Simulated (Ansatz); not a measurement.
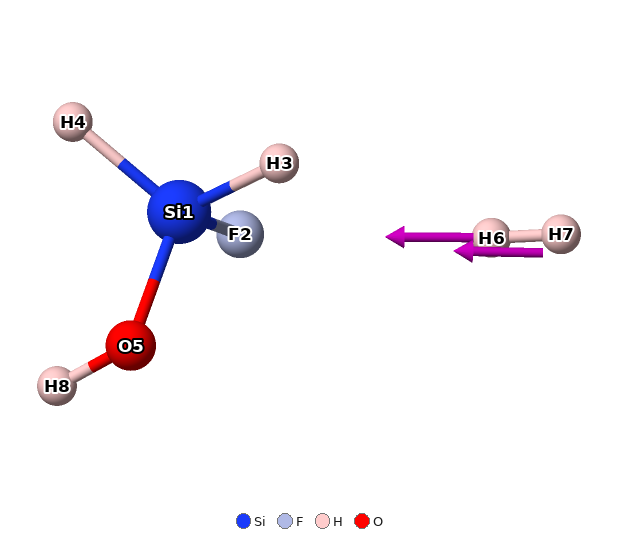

The arrows show one normal mode. Harmonic vibrations computed with RKS PBE0-D4/def2-TZVP (Ansatz 0.2.0) at a stationary point of the same level.

> Estimate its harmonic wavenumber.

125 cm⁻¹; it is mode 3 of 18 counted from the lowest.
